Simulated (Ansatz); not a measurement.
# Nb (Im-3m, 1 atom in the cell): from the cell to its phonons

Wanted: phonon frequencies of Nb (Im-3m, 1 atom in the cell) and what follows from them.

Program: Ansatz 0.2.0. Level of theory: DFT PBEsol, scalar-relativistic, plane waves, PAW. Results are calculated unless marked as measured.

The database entry behind the starting cell differs from later determinations by our own check (about 0.8 % long, hydrogen-cycled sample), so it need not match the best structure at ambient conditions.

### 1. Set-up

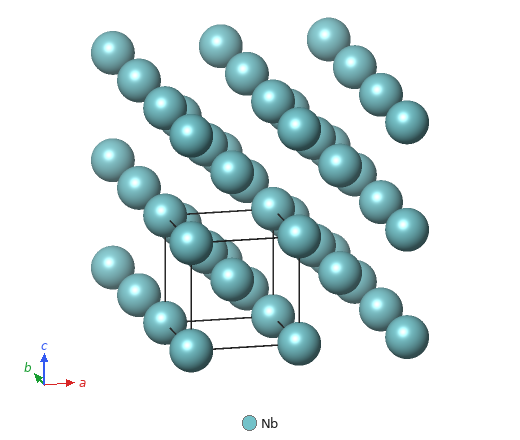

The starting structure, seen slightly off an axis (niobium teal). 2×3×2 cells are drawn. This picture shows the conventional cell, with its axes. Some periodic images of atoms are drawn too.

### 2. Coarse relaxation

The start is far from rest, so a relaxation with loose tolerances brings it close first.

Input file input.yaml:

```yaml
crystal:
  lattice:
    - [-1.66395, 1.66395, 1.66395]
    - [1.66395, -1.66395, 1.66395]
    - [1.66395, 1.66395, -1.66395]
  atoms:
    - { symbol: Nb, position: [0.0, 0.0, 0.0] }
kpoints:
  mp_grid: { grid: [8, 8, 8] }
hamiltonian:
  xc: pbesol
scf:
  occupations: { method: gaussian, width: 0.1 }
output:
  forces: true
  stress: true
  eigenvalues: true
relax:
  adjacent_minimum: "off"
  f_tol: 0.05
  max_steps: 80
  cell: { stress_tol: 0.5 }
```

The run is started by

```bash
$ ansatz run input.yaml --threads 4 --pin off --max-ram 7168MiB --backend cpu --events-out ev --progress --plain --runs-dir out
```

Numbers of over 12 decimals in the logs are rounded to 6 here.

The program printed:

```text
The last accepted step is kept in <dir> (removed where the run ends without a failure and the disk answers)
Engine: ansatz 0.2.0, aarch64-unknown-linux-gnu
Pseudopotentials: kind: paw
Pseudopotential: Nb, paw, valence charge 13, recommended cutoff 420 eV (normal), Nb.paw.azcp
Functional definition: PBEsol
  exchange = pbesol_x
  correlation = pbesol_c
Crystal: 1 atoms, lattice volume = 18.428 Å³
[...]
--- Relaxed structure (4 steps of the walk, 3 accepted, 1 SCFs on fresh bases) ---
  F+E_penalty+E_count = -4495.48035159 eV   max|allowed force component| = 0.000e0 eV/Å   (the final SCF, on the basis selected at the relaxed cell)
  cell:  # Å, volume = 17.5727 Å³
    - [-1.637794, 1.637794, 1.637794]
    - [1.637794, -1.637794, 1.637794]
    - [1.637794, 1.637794, -1.637794]
  atoms:
    - { symbol: Nb, position: [0.0, 0.0, 0.0] }
[key lines of the parts left out:]
SCF converged after 3 iterations
Free energy (F): -4495.480352 eV
Fermi energy:    18.007376 eV
P = ⅓ Tr σ = 0.0915 GPa (0.915 kbar)
```

Elapsed: 0.87 s, on 4 threads of Arm Neoverse V2, shared host; peak memory 0.26 GiB.

The steps of the relaxation:

```tsv
step	energy less that of the first step (eV)	largest force component (eV/Å)	pressure (GPa)	volume (Å³)
1	0.0000	0.0000	-8.11	18.43
2	0.0947	0.0000	23.73	15.86
3	-0.0219	0.0000	-1.25	17.70
4	-0.0224	0.0000	0.09	17.57
5*	-0.0223	0.0000	0.09	17.57
```

Relaxation steps marked * repeat the geometry before them on a plane-wave basis chosen anew for their cell, so energy and pressure can jump there. Relaxation step 2 was tried and not accepted.

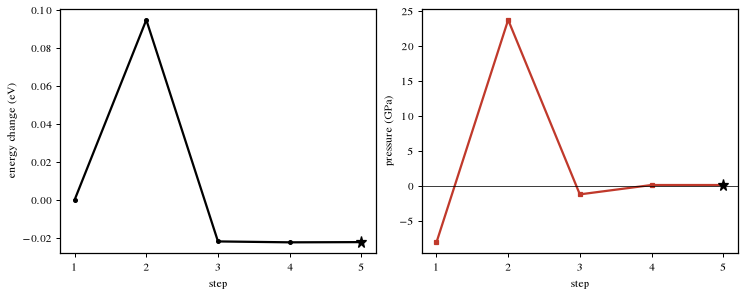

Energy and pressure along the relaxation. Stars mark steps on a basis chosen anew.

```tsv
conventional cell, symmetrised	before	after	change
a (Å)	3.328	3.276	-1.6 %
b (Å)	3.328	3.276	-1.6 %
c (Å)	3.328	3.276	-1.6 %
volume (Å³/atom)	18.43	17.57	-4.6 %
```

The relaxed structure:

```xyz
1
Lattice="-1.6378 1.6378 1.6378 1.6378 -1.6378 1.6378 1.6378 1.6378 -1.6378" Properties=species:S:1:pos:R:3 pbc="T T T"
Nb    0.0000    0.0000    0.0000
```

Numbers from this step:

```yaml
pressure: 0.09154 GPa
volume_per_atom: 17.57 Å³
gap_on_the_k_mesh: 0 eV
```

In this step the volume went from 18.43 to 17.57 Å³/atom.

### 3. Relaxation

Harmonic phonons are second derivatives at a point where the forces vanish, and they are wanted at zero stress, so atoms and cell are relaxed first.

input.yaml, the sections that differ from step 2:

```yaml
crystal:
  lattice:
    - [-1.6377937009, 1.6377937009, 1.6377937009]
    - [1.6377937009, -1.6377937009, 1.6377937009]
    - [1.6377937009, 1.6377937009, -1.6377937009]
  atoms:
    - { symbol: Nb, position: [0.0, 0.0, 0.0] }
kpoints:
  mp_grid: { grid: [18, 18, 18] }
relax:
  adjacent_minimum: "off"
  f_tol: 0.005
  max_steps: 80
  cell: { stress_tol: 0.05 }
# hamiltonian, scf, output: as in step 2
```

The program printed:

```text
[...]
Crystal: 1 atoms, lattice volume = 17.573 Å³
Basis set: ecut = 420 eV, 321 PW (Γ), exchange–correlation on 40×40×40 points (8 copies of the dense FFT grid, shifted against one another)
Bands: 11, of which v1, the nominal top of the filled ones, is band 7 counted from 1 (6 counted from 0)
Symmetry: 48 space group operations
[...]
k-points: 195 of 5832
[...]
k-point 194: bands = [... 3 lower, -12.2831, 14.3111, 14.3111, 24.0412, 24.0412, 24.0412, 27.4902, 27.4902]
--- Relaxed structure (3 steps of the walk, 2 accepted, 1 SCFs on fresh bases) ---
[...]
cell:  # Å, volume = 17.5221 Å³
    - [-1.636222, 1.636222, 1.636222]
    - [1.636222, -1.636222, 1.636222]
    - [1.636222, 1.636222, -1.636222]
  atoms:
    - { symbol: Nb, position: [0.0, 0.0, 0.0] }
[key lines of the parts left out:]
SCF converged after 3 iterations
Free energy (F): -4495.456148 eV
Fermi energy:    18.200262 eV
P = ⅓ Tr σ = -0.0040 GPa (-0.040 kbar)
```

Run time: 2.2 s. Hardware: 4 threads; peak memory 0.32 GiB; 7.3 s of CPU time.

Little changed from the start: no atom moved by 0.005 Å and no cell edge by 0.1 %.

Numbers from this step:

- pressure: -0.003982 GPa
- volume per atom: 17.52 Å³

In this step the volume went from 17.57 to 17.52 Å³/atom.

### 4. Relaxing to small forces for the phonons

Phonons need a cell at rest on their own settings, so the relaxation is repeated with tight tolerances on forces and stress, using the mesh and the filling of the phonon run that follows.

Input file input.yaml:

```yaml
crystal:
  lattice:
    - [-1.6362222516, 1.6362222516, 1.6362222516]
    - [1.6362222516, -1.6362222516, 1.6362222516]
    - [1.6362222516, 1.6362222516, -1.6362222516]
  atoms:
    - { symbol: Nb, position: [0.0, 0.0, 0.0] }
kpoints:
  mp_grid: { grid: [20, 20, 20] }
hamiltonian:
  xc: pbesol
scf:
  occupations: { method: methfessel_paxton, width: 0.2 }
output:
  forces: true
  stress: true
  eigenvalues: true
  write_density: true
  write_potential: true
  elf: true
  volumetric_format: npy
relax:
  adjacent_minimum: "off"
  f_tol: 0.001
  max_steps: 60
  cell: { stress_tol: 0.01 }
```

The program printed:

```text
[...]
Crystal: 1 atoms, lattice volume = 17.522 Å³
Basis set: ecut = 420 eV, 321 PW (Γ), exchange–correlation on 40×40×40 points (8 copies of the dense FFT grid, shifted against one another)
Bands: 11, of which v1, the nominal top of the filled ones, is band 7 counted from 1 (6 counted from 0)
Symmetry: 48 space group operations
[...]
k-points: 256 of 8000
[...]
k-point 255: bands = [... 3 lower, -12.2478, 14.3343, 14.3343, 24.0857, 24.0857, 24.0857, 27.5352, 27.5352]
--- Relaxed structure (3 steps of the walk, 2 accepted, 1 SCFs on fresh bases) ---
[...]
cell:  # Å, volume = 17.4960 Å³
    - [-1.635410, 1.635410, 1.635410]
    - [1.635410, -1.635410, 1.635410]
    - [1.635410, 1.635410, -1.635410]
  atoms:
    - { symbol: Nb, position: [0.0, 0.0, 0.0] }
[key lines of the parts left out:]
SCF converged after 4 iterations
Free energy (F): -4495.453428 eV
Fermi energy:    18.247498 eV
P = ⅓ Tr σ = -0.0012 GPa (-0.012 kbar)
```

Wall time 2.8 s (4 threads); peak memory 0.34 GiB; 9.8 s of CPU time.

Little changed from the start: no atom moved by 0.005 Å and no cell edge by 0.1 %.

This step gave:

* pressure: -0.001247 GPa
* volume per atom: 17.50 Å³

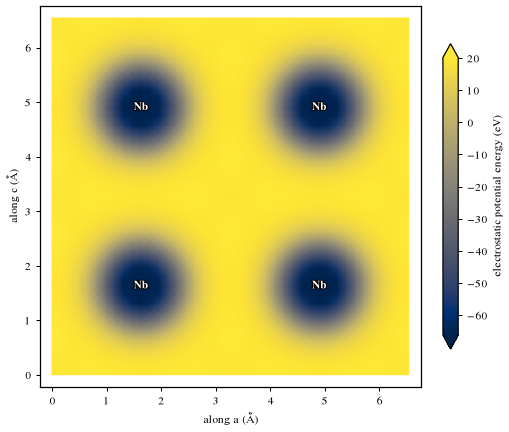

Electrostatic potential energy in the ac plane of the conventional cell at fractional y = 0.000, with atoms of Nb within 0.2 Å of it. With pseudopotentials it is smooth inside the atoms' cores, unlike the true potential. The map starts off the cell's origin, so that atoms lie inside it.

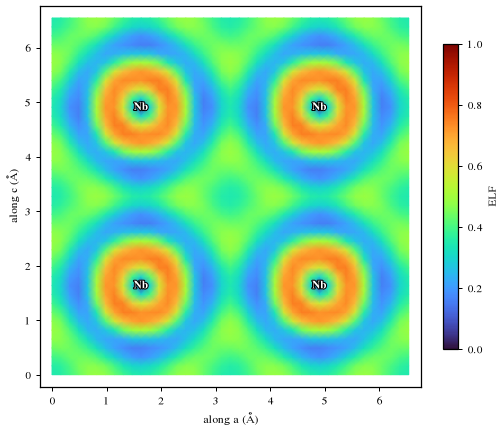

ELF in the ac plane of the conventional cell at fractional y = 0.000, with atoms of Nb within 0.2 Å of it. It is the smooth field of the valence electrons, not physical close to the nuclei. The map starts off the cell's origin, so that atoms lie inside it.

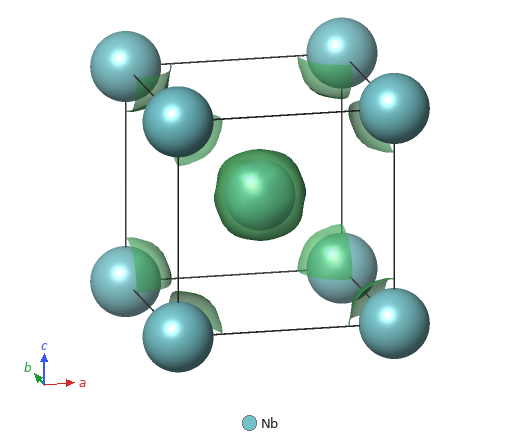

Surface of ELF = 0.7.

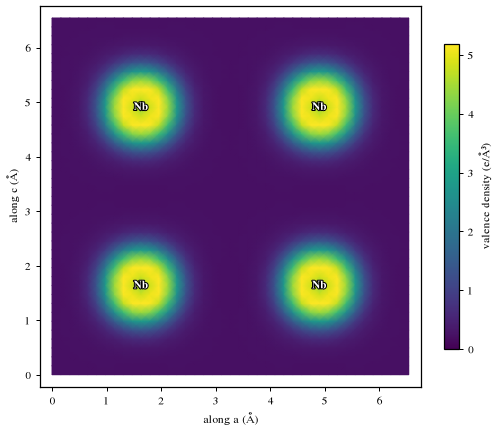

Valence density in the ac plane of the conventional cell at fractional y = 0.000, with atoms of Nb within 0.2 Å of it. It is the smooth field of the valence electrons, not physical close to the nuclei. The map starts off the cell's origin, so that atoms lie inside it.

The forces vanish by symmetry and the pressure is -0.001 GPa, within the tolerances set. The cell now holds 17.50 Å³/atom.

### 5. The dispersion

Stability and thermal properties need the whole zone. Linear response on a 4×4×4 q mesh gives force constants as far as a supercell of that size would.

Input file input.yaml:

```yaml
crystal:
  lattice:
    - [-1.635410055, 1.635410055, 1.635410055]
    - [1.635410055, -1.635410055, 1.635410055]
    - [1.635410055, 1.635410055, -1.635410055]
  atoms:
    - { symbol: Nb, position: [0.0, 0.0, 0.0] }
kpoints:
  mp_grid: { grid: [20, 20, 20] }
hamiltonian:
  xc: pbesol
scf:
  occupations: { method: methfessel_paxton, width: 0.2 }
output:
  eigenvalues: true
phonons:
  method: dfpt
  qmesh: [4, 4, 4]
  temperatures: { t_max: 1000, t_step: 50 }
  qpath:
    path:
      - [[0.0, 0.0, 0.0], [0.5, -0.5, 0.5], [0.0, 0.0, 0.5], [0.0, 0.0, 0.0], [0.25, 0.25, 0.25], [0.5, -0.5, 0.5]]
      - [[0.25, 0.25, 0.25], [0.0, 0.0, 0.5]]
    npoints: 10
```

The program printed:

```text
[...]
Crystal: 1 atoms, lattice volume = 17.496 Å³
Basis set: ecut = 420 eV, 321 PW (Γ), exchange–correlation on 40×40×40 points (8 copies of the dense FFT grid, shifted against one another)
Bands: 11, of which v1, the nominal top of the filled ones, is band 7 counted from 1 (6 counted from 0)
Symmetry: 48 space group operations
k-points: 256 of 8000
[...]
SCF iter   1: F=—  HF=-4495.455318 eV  |F-HF|=—  |Δ(HF+E_count)|=         —  Δρ=6.16e-3  dr2=5.40e-3  ethr=1.77e-3  ⟨swp⟩=4.9  Hψ=15224  notcnv=0
[...]
SCF iter   6: F=-4495.453428 eV  HF=-4495.453428 eV  |F-HF|=1.82e-12  |Δ(HF+E_count)|=  4.66e-10  S|Δr|=    0.00e0  Δρ=1.74e-7  dr2=1.85e-12  ethr=1.00e-12  ⟨swp⟩=4.6  Hψ=12939  notcnv=0
SCF 1 converged in 6 iterations: F = -4495.453428 eV  dr2 = 1.85e-12
[...]
NSCF: frozen V_eff on 256 k-points
WARN: eigensolver did not converge in 3 slots of this pass, the one above among them; of largest residual over every band (k=111): 1 band(s) unlocked (lowest unlocked band 10, counted from 0; max residual 1.47e-5 eV among the unlocked bands, 1.47e-5 eV over every band); of lowest unlocked band (k=53): band 10
[...]
DFPT response loops at q = (0, 0, 0) (fractional): preconditioner auto → Kerker (q_TF=auto, 2.597 Å⁻¹) (partly filled bands, converged f_vac=0.000); β = 1.00, the filter's whole step (`scf.mixing.beta` (0.50) is not read by the response loops under this deck's `scf.mixing.preconditioner`; to damp them name `kerker` or `kerker_dos`, under which they read `scf.mixing.beta`, and type it under 1.00, their step now; both keys bind the ground state too); Broyden in place of MSR1
[...]
SCF converged after 6 iterations
[...]
Free energy (F): -4495.453428 eV
[...]
Internal energy: -4495.454653 eV  (E = F + TS)
E sigma→0 (E₀):  -4495.453734 eV
Entropy (-TS):   0.001225 eV (1.225 meV/atom)
Fermi energy:    18.247498 eV
[...]
--- Band table (eV; the first three rows and the last of 256) ---
  k-point 0: bands = [... 3 lower, -11.2267, 12.2577, 18.5990, 18.5990, 18.5990, 21.6058, 21.6058, 32.4414]
  k-point 1: bands = [... 3 lower, -11.2271, 12.3654, 18.5313, 18.5839, 18.7023, 21.4971, 21.6054, 32.5326]
  k-point 2: bands = [... 3 lower, -11.2281, 12.6763, 18.3417, 18.5226, 19.0090, 21.2498, 21.6089, 32.7707]
  k-point 255: bands = [... 3 lower, -12.2478, 14.3343, 14.3343, 24.0857, 24.0857, 24.0857, 27.5352, 27.5352]
--- Phonons (Γ-DFPT): 1 representative perturbation + reference (Σ response iterations 3) ---
  ASR residual: 3.170e-7 → 0.000e0 eV/Å²; symmetrization residual: 4.169e-13 eV/Å²
  ASR residual per site (eV/Å²): 3.17e-7
  Γ frequencies (cm⁻¹): 0.00 0.00 0.00
--- Phonons (arbitrary-q DFPT): 8 irreducible q on the 4×4×4 mesh ---
  q = [0.0000, 0.0000, 0.0000] (star 1, of the zone-centre solve; hermiticity 1.47e-7, symmetrization 1.32e-6): -0.00 -0.00 -0.00
  q = [0.0000, 0.0000, 0.2500] (star 12, 2 solved perturbations in 6410 linear systems a pass and spin channel, the states on 4200 of 8000 k-point pairs; hermiticity 9.62e-14, symmetrization 1.59e-13): 73.50 99.14 139.95
[...]
q = [0.2500, 0.2500, 0.2500] (star 2, 1 solved perturbation on 1116 of 8000 k-point pairs; hermiticity 1.06e-13, symmetrization 2.12e-13): 173.93 173.93 173.93
[...]
sum rule: each row above includes the acoustic sum rule's correction from the zone centre's row sums; it moved no ω² by more than (0.03 cm⁻¹)²
  mesh force constants: q→R imaginary residual 0.00e0; ASR residual 3.170e-7 → 0.000e0 eV/Å²; symmetrization residual 8.882e-15 eV/Å²
  interpolated dispersion: 62 rows × 3 modes
  density of states and harmonic sums: on the 28×28×28 q-mesh, interpolated from the force constants of a 4×4×4 supercell (no non-analytic term)
  largest difference from the sums on the solved wave vectors: F 6.73e-3 eV, S 7.06e-6 and C_V 1.05e-6 eV/K
  zero-point energy: 0.027142 eV/cell   skipped modes (ω ≤ 0): 48, of them read as no rigid motion or as one in doubt: 45 (4.920e-2 modes/cell left out, lowest -37.52 cm⁻¹)   left out of the sums: 1.64e-2 of the cell's modes: C_V's classical limit lies that fraction below 3 k_B per atom; for a crystal, a wire or a layer, F and S can be off by more, and a phonons.interpolated_qmesh denser along its periods is the remedy for the sampling
```

The job ended after 1.7 min (4 threads; peak memory 3.4 GiB).

Numbers from this step:

```
sum-rule residual before enforcement                    : 3.17e-7 eV/Å²
lowest frequency on the path                            : -36.74 cm⁻¹
highest frequency on the path or at a solved wavevector : 217.8 cm⁻¹
lowest mode on the q mesh (acoustic modes at Γ apart)   : 73.5 cm⁻¹
```

Frequencies (cm⁻¹) solved at each irreducible wavevector; negative means imaginary. Frequencies by wavevector, by row:

```tsv
q in reciprocal lattice units	star	mode 1	mode 2	mode 3
0 0 0	1	0	0	0
0 0 0.25	12	73.5	99.1	139.9
0 0 -0.5	6	141.3	172.4	186.4
0 0.25 0.25	24	124.4	130.1	207
0.25 0.25 0.25	2	173.9	173.9	173.9
0.25 0.25 -0.25	6	105.3	105.3	200.9
0.25 -0.5 -0.5	12	125.2	192.2	198.9
-0.5 -0.5 -0.5	1	217.8	217.8	217.8
```

Interpolated from a 4×4×4 q mesh. The phonon branches at the labelled points (cm⁻¹):

```tsv
point	branch 1	branch 2	branch 3
Γ	0	0	0
H	218	218	218
N	141	172	186
Γ	0	0	0
P	174	174	174
H	218	218	218
jump to P	174	174	174
N	141	172	186
```

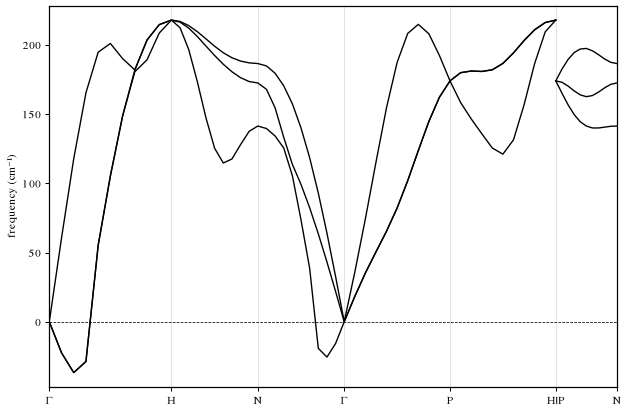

Phonon branches along the path.

The phonon density of states has structure finer than the step of the table below, so its rows give means over 20 cm⁻¹, whole bins alone (the curve runs from -37 to 219 cm⁻¹). Peaks (cm⁻¹: height): 123.0: 0.0328, 197.0: 0.0605.

Tetrahedra on a 28×28×28 mesh, mean over bins of 2 cm-1. Interpolated from a 4×4×4 q mesh. Table of phonon density of states by wavenumber; means over each step:

```tsv
wavenumber (cm⁻¹)	phonon density of states (1/cm⁻¹/cell)
-20	0.00139
0	0.00101
20	0.00145
40	0.00286
60	0.00453
80	0.00664
100	0.0101
120	0.0255
140	0.0223
160	0.0175
180	0.0173
200	0.0370
```

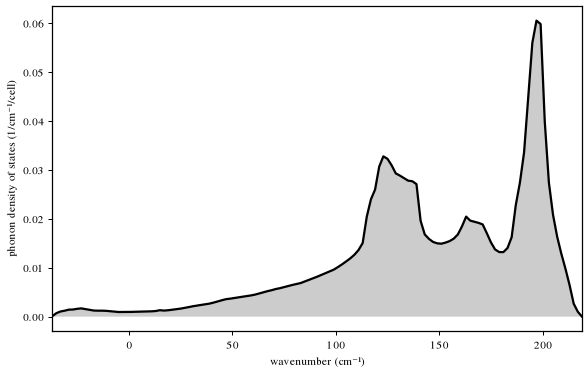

Phonon density of states, plotted against wavenumber.

Second derivatives of the energy by pair, one row for each kind of neighbour of each atom listed. Each entry sums the pair over the periodic images of the supercell that the q mesh stands for, and in a polar crystal it holds the long-range dipole part too. Force constants by pair, by row:

```tsv
atom	neighbour	distance (Å)	third of the trace (eV/Å²)	along the pair's line (eV/Å²)
Nb1	itself	0	8.069	–
Nb1	Nb	2.833	-0.8654	-2.156
Nb1	Nb	3.271	-0.3148	-0.9847
Nb1	Nb	4.626	0.0531	-0.288
Nb1	Nb	5.424	-0.0491	-0.3284
Nb1	Nb	5.665	0.1641	0.9997
Nb1	Nb	6.542	0.1709	0.7449
Nb1	Nb	7.314	0.0194	0.0386
```

Symmetry leaves 8 wavevectors to solve. The lowest mode among them, the acoustic zeros apart, lies at q = (0, 0, 0.25) and is real, 73.5 cm⁻¹. Between them the interpolated path dips to 37i cm⁻¹.

(Continued in part 2 of 2.)

[Logs are printed without paths, hosts, clocks, repeated set-up lines and the standing remarks that a program may print on its own settings, such as how far it seeks lower states.]

[Hosts, paths, dates, database ids (printed as entryN), source tags and the programs' standing remarks are cut or masked in the printed files.]
